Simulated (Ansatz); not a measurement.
**WC (rocksalt type): how the settings move a single-point run**

Aim: see which settings change the result for WC (rocksalt type), by how much, and at what cost.

Method: reference: DFT, r2SCAN, PAW with Ansatz's default frozen-core files, scalar-relativistic, in Ansatz 0.2.0.

### Step 1. The structure to begin with

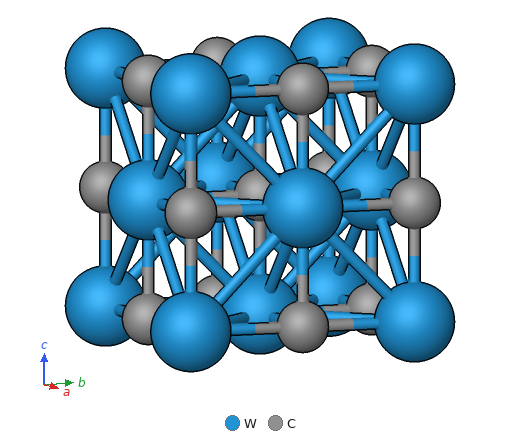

Start, viewed slightly off an axis; tungsten blue, carbon grey. Atoms on the faces are drawn again on the opposite ones. The cell drawn here is the conventional one.

Structure file:

```cif
data_structure
_symmetry_space_group_name_H-M 'P 1'
_symmetry_Int_Tables_number 1
_cell_length_a 2.6602
_cell_length_b 2.6602
_cell_length_c 2.6602
_cell_angle_alpha 60.000
_cell_angle_beta 60.000
_cell_angle_gamma 60.000
_cell_volume 13.31
loop_
_atom_site_label
_atom_site_type_symbol
_atom_site_fract_x
_atom_site_fract_y
_atom_site_fract_z
_atom_site_occupancy
W1 W 0.00000 0.00000 0.00000 1
C1 C 0.50000 0.50000 0.50000 1
```

### Step 2. Baseline

The input, input.yaml:

```yaml
crystal:
  lattice:
    - [0.0, 1.8810490533, 1.8810490533]
    - [1.8810490533, 0.0, 1.8810490533]
    - [1.8810490533, 1.8810490533, 0.0]
  atoms:
    - { symbol: W, position: [0.0, 0.0, 0.0] }
    - { symbol: C, position: [0.5, 0.5, 0.5] }
kpoints:
  mp_grid: { grid: [17, 17, 17] }
scf:
  occupations: { method: fermi_dirac, width: 0.1 }
hamiltonian:
  xc: r2scan
  pseudopotentials: { kind: paw }
output:
  forces: true
  stress: true
  eigenvalues: true
  populations: true
```

Launch:

```console
$ ansatz run input.yaml --threads 1 --pin off --max-ram 2048MiB --backend cpu --events-out ev --progress --plain --runs-dir out
```

The main lines of its log:

```text
[...]
Basis set: ecut = 500 eV, 331 PW (Γ), exchange–correlation on 80×80×80 points (64 copies of the dense FFT grid, shifted against one another)
[...]
k-points: 165 of 4913
[...]
SCF iter   1: F=—  HF=-10641.284695 eV  |F-HF|=—  |Δ(HF+E_count)|=         —  Δρ=1.61e-2  dr2=1.68e-2  dr2_τ=8.66e-1  ethr=1.77e-3  ⟨swp⟩=5.4  Hψ=27698  notcnv=0  defer=139
[...]
preconditioner: auto → none  [metal: Δε(μ)=0.004 eV  Ē_g=22.060 eV  σ=0.100 eV  W_gap=0.01  n_scr=0 (ndim 8)  ℏωp=32.2 eV  f_vac=0.000  D(μ)=0.57/eV (n_scr^D=0)]
SCF iter   2: F=—  HF=-10641.463214 eV  |F-HF|=—  |Δ(HF+E_count)|=   1.79e-1  Δρ=9.78e-3  dr2=4.57e-3  dr2_τ=3.11e-4  ethr=9.34e-5  ⟨swp⟩=2.8  Hψ=6507  notcnv=0  defer=339
[...]
SCF iter   6: F=—  HF=-10641.469053 eV  |F-HF|=—  |Δ(HF+E_count)|=   4.07e-6  Δρ=7.47e-5  dr2=5.33e-7  dr2_τ=4.79e-8  ethr=4.87e-8  ⟨swp⟩=2.4  Hψ=3592  notcnv=0  defer=339
SCF iter   7: F=-10641.469053 eV  HF=-10641.469053 eV  |F-HF|=8.31e-9  |Δ(HF+E_count)|=   1.67e-7  Δρ=1.34e-5  dr2=7.90e-9  dr2_τ=1.87e-9  ethr=5.56e-10  ⟨swp⟩=9.9  Hψ=14365  notcnv=0
[...]
SCF converged after 7 iterations
Free energy (F): -10641.469053 eV
[...]
E sigma→0 (E₀):  -10641.459446 eV
[...]
Fermi energy:    35.308892 eV
[...]
  P = ⅓ Tr σ = 432.3326 GPa (4323.326 kbar)
[...]
```

Wall time 3.2 s (1 thread of Intel Xeon 6975P-C (Granite Rapids), shared host); peak memory 0.43 GiB.

### Step 3. Variant: occupations.method gaussian, occupations.width 0.01, xc pbesol

Edit input.yaml of step 2 so:

```diff
@@ -11,5 +11,5 @@
 scf:
-  occupations: { method: fermi_dirac, width: 0.1 }
+  occupations: { method: gaussian, width: 0.01 }
 hamiltonian:
-  xc: r2scan
+  xc: pbesol
   pseudopotentials: { kind: paw }
```

Launch:

```console
$ ansatz run input.yaml --threads 1 --pin off --max-ram 2048MiB --backend cpu --events-out ev --progress --plain --runs-dir out
```

Log (excerpt; [...] marks lines left out):

```text
[...]
Pseudopotentials: kind: paw
Pseudopotential: W, paw, valence charge 14, recommended cutoff 420 eV (normal)
Pseudopotential: C, paw, valence charge 4, recommended cutoff 420 eV (normal)
Functional definition: PBEsol
[...]
Crystal: 2 atoms, lattice volume = 13.312 Å³
Basis set: ecut = 420 eV, 259 PW (Γ), exchange–correlation on 36×36×36 points (8 copies of the dense FFT grid, shifted against one another)
Bands: 13, of which v1, the nominal top of the filled ones, is band 9 counted from 1 (8 counted from 0)
Symmetry: 48 space group operations
Space group: Fm-3m (ITA 225), of the structure as read, at distance tolerance 2.4e-5 Å
k-points: 165 of 4913
[...]
SCF iter   1: F=—  HF=-10496.356667 eV  |F-HF|=—  |Δ(HF+E_count)|=         —  Δρ=1.23e-2  dr2=8.77e-3  ethr=1.77e-3  ⟨swp⟩=6.1  Hψ=25124  notcnv=0
[...]
SCF iter   6: F=-10496.358303 eV  HF=-10496.358303 eV  |F-HF|=2.18e-11  |Δ(HF+E_count)|=   1.28e-9  Δρ=8.34e-7  dr2=1.69e-11  ethr=1.07e-10  ⟨swp⟩=6.4  Hψ=11636  notcnv=0
[...]
SCF converged after 6 iterations
Free energy (F): -10496.358303 eV
[...]
E sigma→0 (E₀):  -10496.358264 eV
Entropy (-TS):   -0.000078 eV (-0.039 meV/atom)
Fermi energy:    35.187533 eV
[...]
--- Forces (eV/Å), atoms counted from 1 ---
  atom   1  W     -0.00000000     0.00000000    -0.00000000
  atom   2  C      0.00000000    -0.00000000     0.00000000
[...]
--- Stress (GPa, compression-positive) ---
      417.634399       0.000000      -0.000000
       -0.000000     417.634399       0.000000
       -0.000000       0.000000     417.634399
  P = ⅓ Tr σ = 417.6344 GPa (4176.344 kbar)
--- Band table (eV; the first three rows and the last of 165) ---
  k-point 0: bands = ["-40.1938", "-3.8186", "-3.8186", "-3.8186", "15.5519", "30.1517", "30.1517", "30.1517", "33.1934", "33.1934", "33.1934", "33.7079", "33.7079", "43.9507", "47.5846", "68.7445", "68.7445"]
[...]
--- Löwdin populations: 2 sites ---
  site symbol       q [e]
     0      W     13.3446
     1      C      4.5789
  spilling = 0.004249 (of n_electrons = 18.000000)
```

Run time: 1.9 s. Hardware: 1 thread of Intel Xeon 6975P-C (Granite Rapids), shared host; peak memory 0.35 GiB.

Total energies don't compare across a change of functional; the pressure goes from 432.3 to 417.6 GPa. The smearing changed too. Cost: 6 SCF cycles against 7, 1.9 s against 3.2 s.

### Step 4. All runs together

```
                                                              run     ending   energy change  pressure (GPa)  gap (eV)  force (eV/Å)  cycles   time
                                                        reference  converged               -           432.3      0.00          0.00       7  3.2 s
1: occupations.method gaussian, occupations.width 0.01, xc pbesol  converged  not comparable           417.6      0.00          0.00       6  1.9 s
```

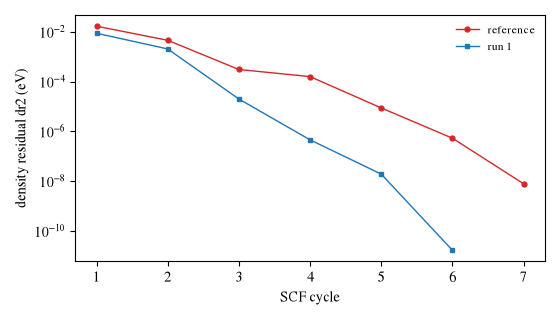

Residual by cycle in the longest SCF loop of each run; runs are numbered as in the table.

What this shows: After a change of functional the difference of the totals has no physical meaning; the pressure goes from 432.3 to 417.6 GPa. The smearing changed too. Cost: 6 SCF cycles against 7, 1.9 s against 3.2 s. The structure is not at rest: the sound run finds 432 GPa, so these are no properties of the relaxed crystal. The reference leaves spin out although W can carry a moment, so its state need not be the lowest.
